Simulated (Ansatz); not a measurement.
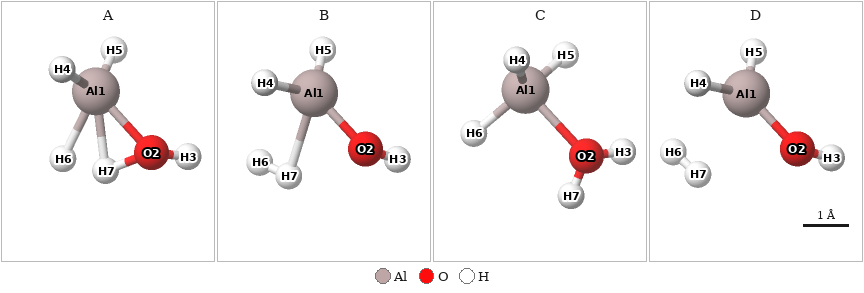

4 geometries from a converged minimum-energy path of AlH5O, made up at the start of AlH3O and H2, shuffled. Style: ball-and-stick. Shown at a tilt.

These are results of RKS PBE0/def2-SVP in Ansatz, not measurements. Run with 9 movable images; climbing image; force threshold 0.03 eV/Å; iteration limit 60; starting path through a guess of the saddle point.

Which of them lies highest in energy?

A. In order along the path, whose images run from 0 to 10: D (image 0, 0.0 kJ/mol), B (image 2, +6.1 kJ/mol), A (image 5, +78.3 kJ/mol), C (image 10, +15.7 kJ/mol). Breaking: H6–H7 (0.76 → 1.05 at the top → 2.68 Å). Forming: Al1–H6 (2.40 → 1.79 at the top → 1.61 Å), O2–H7 (2.65 → 1.25 at the top → 0.97 Å).

Limits of the set-up: the start holds two separate molecules, 2.3 Å apart at their closest, whose relative position is a soft coordinate and is computed without a dispersion correction.

The run took 95 s on 1 thread of Arm Neoverse V2 (shared host), peak memory 0.1 GiB.
